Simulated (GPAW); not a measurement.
**Co7Ir (fcc Co14Ir2): moments or none**

Aim: find out whether Co7Ir (fcc Co14Ir2) carries moments when they start parallel, and what they gain.

Method: PBE; plane waves with GPAW's PAW setups, scalar-relativistic, in GPAW 26.7.0.

## Step 1: The structure

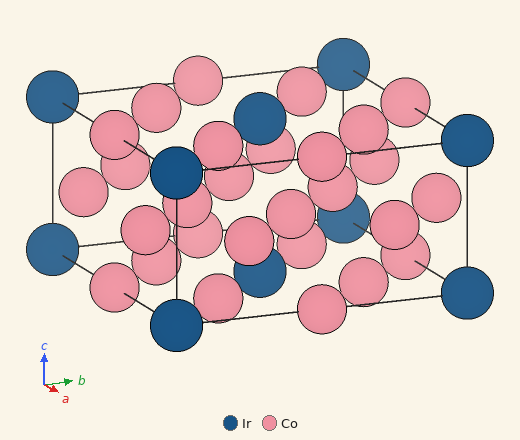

The cell as given, slightly off an axis (iridium blue, cobalt pink). Some periodic images of atoms are drawn too.

The cell is a made-up one and need not be a known phase.

## Step 2: Start 1: ferro ++++++++++++++++

The parallel start comes first: it fits the smallest cell, keeps the most symmetry and shows whether parallel moments form.

File order1.py:

```python
import json
import numpy as np
from ase import Atoms
from ase.parallel import paropen, parprint
from gpaw import GPAW

atoms = Atoms(['Ir', 'Co', 'Co', 'Co', 'Co', 'Co', 'Co', 'Co', 'Co', 'Co', 'Co', 'Co', 'Ir', 'Co', 'Co', 'Co'],
    cell=[[7.16175, 0.0, 0.0],
         [0.0, 7.16175, 0.0],
         [0.0, 0.0, 3.580875]],
    scaled_positions=[[0.0, 0.0, 0.0],
         [0.0, 0.25, 0.5],
         [0.25, 0.0, 0.5],
         [0.25, 0.25, 0.0],
         [0.0, 0.5, 0.0],
         [0.0, 0.75, 0.5],
         [0.25, 0.5, 0.5],
         [0.25, 0.75, 0.0],
         [0.5, 0.0, 0.0],
         [0.5, 0.25, 0.5],
         [0.75, 0.0, 0.5],
         [0.75, 0.25, 0.0],
         [0.5, 0.5, 0.0],
         [0.5, 0.75, 0.5],
         [0.75, 0.5, 0.5],
         [0.75, 0.75, 0.0]],
    pbc=True,
    magmoms=[0.3, 1.8, 1.8, 1.8, 1.8, 1.8, 1.8, 1.8, 1.8, 1.8, 1.8, 1.8, 0.3, 1.8, 1.8, 1.8])
atoms.calc = GPAW(mode={'name': 'pw', 'ecut': 450},
    xc='PBE',
    kpts={'size': (6, 6, 11), 'gamma': True},
    occupations={'name': 'fermi-dirac', 'width': 0.05},
    convergence={'density': 1e-05, 'energy': 1e-05},
    maxiter=200,
    mixer={'name': 'pulay', 'beta': 0.04, 'nmaxold': 8, 'weight': 100},
    symmetry={'tolerance': 1e-4},
    txt='order1.txt')
e = atoms.get_potential_energy(force_consistent=True)
res = {'free_energy': e, 'energy_sigma0': atoms.get_potential_energy(), 'fermi_energy': atoms.calc.get_fermi_level()}
res['moments'] = atoms.get_magnetic_moments().tolist()
res['total'] = atoms.get_magnetic_moment()
parprint('site moments (muB):', np.round(res['moments'], 3))
parprint(f"total moment: {res['total']:.3f} muB")
parprint(f'free energy: {e:.6f} eV')
atoms.calc.write('order1.gpw')
with paropen('results.json', 'w') as f:
    json.dump(res, f)
```

Started as:

```sh
OMP_NUM_THREADS=1 mpirun -n 4 gpaw python order1.py > order1.log
```

Numbers of over 12 decimals in the logs are rounded to 6 here.

Output:

```text
site moments (muB): [0.597 1.671 1.671 1.681 1.821 1.671 1.671 1.681 1.821 1.671 1.671 1.681
 0.597 1.671 1.671 1.681]
total moment: 24.149 muB
free energy: -131.485364 eV

--- order1.txt ---
Input parameters:
  mode=PW(ecut=450),
  convergence={'density': 1e-05, 'energy': 1e-05},
  kpts=MonkhorstPack(size=(6, 6, 11), gamma=True),
  maxiter=200,
  mixer=Pulay(name='pulay', nmaxold=8, beta=0.04, weight=100, sigma=0.015, g_ss=None),
  occupations=Occupations(name='fermi-dirac', width=0.05),
  symmetry=Symmetry(tolerance=0.0001),
  xc=XC(name='PBE')

Diagonalizing LCAO Hamiltonian
Converting LCAO to pw mode
     .-----------------.
    /|                 |
   / |                 |
  / Co       Co        |
 *   .-Co--------Co----.
 |Co/    CoCo    Co   /
 | CoCo     Ir Co    /
 |/    Co      Co   /
 Ir-------Co-------*

Atoms  # Å, Bohr magnetons
|    | symbol |        x |        y |        z |    initial magnetic moments |
|----|--------|----------|----------|----------|-----------------------------|
|  0 |     Ir | 0.000000 | 0.000000 | 0.000000 | ( 0.0000,  0.0000,  0.3000) |
|  1 |     Co | 0.000000 | 1.790437 | 1.790437 | ( 0.0000,  0.0000,  1.8000) |
|  2 |     Co | 1.790437 | 0.000000 | 1.790437 | ( 0.0000,  0.0000,  1.8000) |
|  3 |     Co | 1.790437 | 1.790437 | 0.000000 | ( 0.0000,  0.0000,  1.8000) |
|  4 |     Co | 0.000000 | 3.580875 | 0.000000 | ( 0.0000,  0.0000,  1.8000) |
|  5 |     Co | 0.000000 | 5.371313 | 1.790437 | ( 0.0000,  0.0000,  1.8000) |
|  6 |     Co | 1.790437 | 3.580875 | 1.790437 | ( 0.0000,  0.0000,  1.8000) |
|  7 |     Co | 1.790437 | 5.371313 | 0.000000 | ( 0.0000,  0.0000,  1.8000) |
|  8 |     Co | 3.580875 | 0.000000 | 0.000000 | ( 0.0000,  0.0000,  1.8000) |
|  9 |     Co | 3.580875 | 1.790437 | 1.790437 | ( 0.0000,  0.0000,  1.8000) |
| 10 |     Co | 5.371313 | 0.000000 | 1.790437 | ( 0.0000,  0.0000,  1.8000) |
| 11 |     Co | 5.371313 | 1.790437 | 0.000000 | ( 0.0000,  0.0000,  1.8000) |
| 12 |     Ir | 3.580875 | 3.580875 | 0.000000 | ( 0.0000,  0.0000,  0.3000) |
| 13 |     Co | 3.580875 | 5.371313 | 1.790437 | ( 0.0000,  0.0000,  1.8000) |
| 14 |     Co | 5.371313 | 3.580875 | 1.790437 | ( 0.0000,  0.0000,  1.8000) |
| 15 |     Co | 5.371313 | 5.371313 | 0.000000 | ( 0.0000,  0.0000,  1.8000) |

Unit cell  # Å
| periodic |        x |        y |        z |  lengths |    angles |
|----------|----------|----------|----------|----------|-----------|
|      yes | 7.161750 | 0.000000 | 0.000000 | 7.161750 | 90.000000 |
|      yes | 0.000000 | 7.161750 | 0.000000 | 7.161750 | 90.000000 |
|      yes | 0.000000 | 0.000000 | 3.580875 | 3.580875 | 90.000000 |

Number of symmetries: 16

BZ-sampling:
  Number of BZ points: 396
  Number of IBZ points: 60

  Monkhorst-Pack size: [6, 6, 11]
  Monkhorst-Pack shift: [0.083333, 0.083333, 0.0]

K-points  # in reciprocal-cell coordinates
|     |                                coordinates |     weight |
|-----|--------------------------------------------|------------|
|   0 | (  0.00000000,   0.00000000,   0.00000000) | 0.00252525 |
|   1 | (  0.00000000,   0.00000000,   0.09090909) | 0.00505051 |
|   2 | (  0.00000000,   0.00000000,   0.18181818) | 0.00505051 |
|   3 | (  0.00000000,   0.00000000,   0.27272727) | 0.00505051 |
|   4 | (  0.00000000,   0.00000000,   0.36363636) | 0.00505051 |
|   5 | (  0.00000000,   0.00000000,   0.45454545) | 0.00505051 |
|   6 | (  0.16666667,   0.00000000,   0.00000000) | 0.01010101 |
|   7 | (  0.16666667,   0.00000000,   0.09090909) | 0.02020202 |
|   8 | (  0.16666667,   0.00000000,   0.18181818) | 0.02020202 |
|   9 | (  0.16666667,   0.00000000,   0.27272727) | 0.02020202 |
| ... |                                            |            |
|  59 | (  0.50000000,   0.50000000,   0.45454545) | 0.00505051 |

Plane wave coefficients: 4053
Cutoff: 450.000000 eV

Spin-components: 2 (collinear spins)
Bands:           114
Projectors:      96
Spin-degeneracy: 1
Datatype:        complex128

Parallelization:
  kpt:    4
  domain: 1
  band:   1

Density:
  Valence electrons: 156.0
  Components: 2
  Grid points: [36 36 18]
  Charge: 0.0  # |e|

Potential:
  Grid points: [36 36 18]

species:
  Ir:
    name:    Iridium
    Z:       77.0
    valence: 15
    core:    62
    charge:  0.0  # [|e|]
    compensation charges:
      type: gauss
      rc: 0.40  # [Å]
      lmax: 2
    cutoffs:
      filter: 2.40  # [Å]
      core: 2.36  # [Å]
    projectors
    | kind |    occ | energy [eV] | rcut [Å] |
    |------|--------|-------------|----------|
    |   6s |  2.000 |      -6.307 |    1.296 |
    |   5p |  6.000 |     -54.741 |    1.328 |
    |   6p |  0.000 |      -1.224 |    1.328 |
    |   5d |  7.000 |      -7.169 |    1.286 |
    |    s |        |      20.905 |    1.296 |
    |    d |        |      20.043 |    1.286 |

    Using partial waves for Ir as LCAO basis

  Co:
    name:    Cobalt
    Z:       27.0
    valence: 9
    core:    18
    charge:  0.0  # [|e|]
    compensation charges:
      type: gauss
      rc: 0.32  # [Å]
      lmax: 2
    cutoffs:
      filter: 1.87  # [Å]
      core: 2.55  # [Å]
    projectors
    | kind |    occ | energy [eV] | rcut [Å] |
    |------|--------|-------------|----------|
    |   4s |  2.000 |      -5.469 |    1.005 |
    |   4p |  0.000 |      -1.277 |    1.058 |
    |   3d |  7.000 |      -8.205 |    1.005 |
    |    s |        |      21.742 |    1.005 |
    |    p |        |      25.934 |    1.058 |
    |    d |        |      19.007 |    1.005 |

    Using partial waves for Co as LCAO basis

Reference energy: -1499607.637351  # eV

eigensolver:
  PPCG
  Converge bands: occupied
  niter=2

density mixing:
  Pulay-Mixer
  Linear mixing parameters: 0.04
  Old densities: 8
  Fourier metric: weight=100, sigma=0.015

occupation numbers:
  Fermi-Dirac:
    width: 0.0500  # eV

poisson solver:
  ecut: 3600.000000  # eV

xc functional:
  name: PBE with 2 nearest neighbor stencil

convergence criteria:
- Maximum integral of absolute [dens]ity change: 1e-05 electrons / valence electron
- Maximum [total energy] change in last 3 cyles: 1e-05 eV / valence electron
- Maximum integral of absolute [eigenst]ate change: 4e-08 eV^2 / valence electron
maximum number of iterations: 200

SCF iterations
|iter     |      energy | eigst |  dens |  magmom |
|---------|-------------|-------|-------|---------|
|iter:   1|       0s | -131.820522 | +0.45 |       | +25.8370|
|iter:   2|      27s | -131.229955 | -1.08 | -1.13 | +25.6057|
|iter:   3|      55s | -130.925038 | -2.02 | -1.24 | +25.3827|
|iter:   4|      84s | -130.835357 | -2.65 | -1.33 | +25.2012|
|iter:   5|     114s | -130.826504 | -2.57 | -1.37 | +24.7937|
|iter:   6|     145s | -130.955431 | -2.69 | -1.48 | +24.4617|
|iter:   7|     171s | -131.308953 | -2.34 | -1.54 | +23.7814|
|iter:   8|     198s | -131.297974 | -2.23 | -1.64 | +23.7326|
|iter:   9|     224s | -131.308370 | -3.92 | -1.68 | +23.7017|
|iter:  10|     251s | -131.368319 | -2.51 | -1.69 | +23.2761|
[... 15 iterations left out ...]
|iter:  26|     674s | -131.391069c| -7.76c| -3.98 | +24.1510|
|iter:  27|     701s | -131.391088c| -7.52c| -4.01 | +24.1583|
|iter:  28|     714s | -131.391088c| -8.61c| -4.06 | +24.1588|
|iter:  29|     727s | -131.391083c| -7.75c| -4.07 | +24.1553|
|iter:  30|     753s | -131.391077c| -7.33 | -4.14 | +24.1513|
|iter:  31|     765s | -131.391076c| -7.78c| -4.38 | +24.1508|
|iter:  32|     778s | -131.391077c| -7.93c| -4.44 | +24.1517|
|iter:  33|     790s | -131.391070c| -7.66c| -4.57 | +24.1506|
|iter:  34|     803s | -131.391066c| -8.01c| -4.88 | +24.1498|
|iter:  35|     816s | -131.391063c| -8.36c| -5.09c| +24.1489|

Converged in 35 steps
Energy contributions relative to reference atoms: (reference = -1499607.637351)

Energy contributions:
  Kinetic:         128.786564
  Coulomb:        -108.405885
  Zero:              3.080669
  External:          0.000000
  Xc:             -154.758112
  Entropy:          -0.188601
  Spinorbit:         0.000000
  ----------------------------
  Free energy:    -131.485364
  Extrapolated:   -131.391063

dipole moment: (-84.103545, -84.103545, -84.103304)  # |e|*Ang

Total magnetic moment: (0.000000, 0.000000, 24.148921)

Local magnetic moments
|        x |        y |        z |
|----------|----------|----------|
| 0.000000 | 0.000000 | 0.597010 |  # Ir   0
| 0.000000 | 0.000000 | 1.671114 |  # Co   1
| 0.000000 | 0.000000 | 1.671114 |  # Co   2
| 0.000000 | 0.000000 | 1.680949 |  # Co   3
| 0.000000 | 0.000000 | 1.821379 |  # Co   4
| 0.000000 | 0.000000 | 1.671114 |  # Co   5
| 0.000000 | 0.000000 | 1.671114 |  # Co   6
| 0.000000 | 0.000000 | 1.680949 |  # Co   7
| 0.000000 | 0.000000 | 1.821379 |  # Co   8
| 0.000000 | 0.000000 | 1.671114 |  # Co   9
| 0.000000 | 0.000000 | 1.671114 |  # Co  10
| 0.000000 | 0.000000 | 1.680949 |  # Co  11
| 0.000000 | 0.000000 | 0.597010 |  # Ir  12
| 0.000000 | 0.000000 | 1.671114 |  # Co  13
| 0.000000 | 0.000000 | 1.671114 |  # Co  14
| 0.000000 | 0.000000 | 1.680949 |  # Co  15

Fermi level: 11.050
Eigenvalues  # (at kpt = [0.000, 0.000, 0.000])
| band index |      eig [eV] | occ [0-1] |      eig [eV] | occ [0-1] |
|------------|---------------|-----------|---------------|-----------|
|          0 |       -38.315 |     1.000 |       -37.882 |     1.000 |
|        ... |               |           |               |           |
|         68 |         9.452 |     1.000 |        11.157 |     0.106 |
|         69 |         9.466 |     1.000 |        11.185 |     0.063 |
|         70 |         9.473 |     1.000 |        11.224 |     0.030 |
|         71 |         9.514 |     1.000 |        11.224 |     0.030 |
|         72 |         9.571 |     1.000 |        11.310 |     0.006 |
|         73 |         9.571 |     1.000 |        11.310 |     0.006 |
|         74 |         9.730 |     1.000 |        11.693 |     0.000 |
|         75 |         9.730 |     1.000 |        11.693 |     0.000 |
|         76 |        10.068 |     1.000 |        11.801 |     0.000 |
|         77 |        10.141 |     1.000 |        11.909 |     0.000 |
|         78 |        10.324 |     1.000 |        12.121 |     0.000 |
|         79 |        10.374 |     1.000 |        12.279 |     0.000 |
|         80 |        10.424 |     1.000 |        12.280 |     0.000 |
|         81 |        10.441 |     1.000 |        12.280 |     0.000 |
|         82 |        10.441 |     1.000 |        12.280 |     0.000 |
|         83 |        10.444 |     1.000 |        12.284 |     0.000 |
|        ... |               |           |               |           |
|        113 |        21.350 |     0.000 |        21.970 |     0.000 |

No gap
No difference between direct/indirect transitions
```

Run time: 14 min. Hardware: 4 MPI ranks of Intel Xeon at 2.70GHz, shared host; peak memory 1.9 GiB; 58 min of CPU time.

Spin moment in the augmentation sphere by atom:

| atom | spin moment in the augmentation sphere (μB) |
| --- | --- |
| Ir1 | 0.60 |
| Co2 | 1.67 |
| Co3 | 1.67 |
| Co4 | 1.68 |
| Co5 | 1.82 |
| Co6 | 1.67 |
| Co7 | 1.67 |
| Co8 | 1.68 |
| Co9 | 1.82 |
| Co10 | 1.67 |
| Co11 | 1.67 |
| Co12 | 1.68 |
| Ir13 | 0.60 |
| Co14 | 1.67 |
| Co15 | 1.67 |
| Co16 | 1.68 |

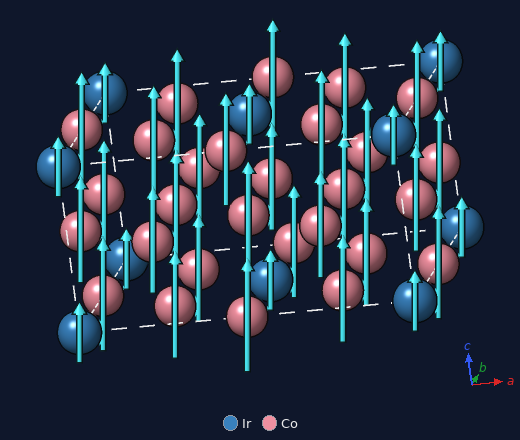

Spin moment in the augmentation sphere as arrows, the longest 1.82 μB. Up and down stand for the sign. Arrows give size and sign along the axis of quantisation, drawn up and down the page. Each arrow also spans its atom, so small moments look longer than they are. Some periodic images of atoms are drawn too.

Numbers from this step:

```
magnetization : 24.15 μB
final state   : ferromagnetic
```

After 35 cycles the largest moment stands at 1.82 μB.

(Continued in part 2 of 2.)

[Logs and program files are shortened in this print: banners, set-up blocks, solver, clock and traceback lines can be left out without a mark of their own.]

[Logs are printed without paths, hosts, clocks, repeated set-up lines and the standing remarks that a program may print on its own settings, such as how far it seeks lower states.]

[Hosts, paths, dates, database ids (printed as entryN), source tags and the programs' standing remarks are cut or masked in the printed files.]

[Where a cell is said to come from a database of computed structures, the database is the Materials Project.]
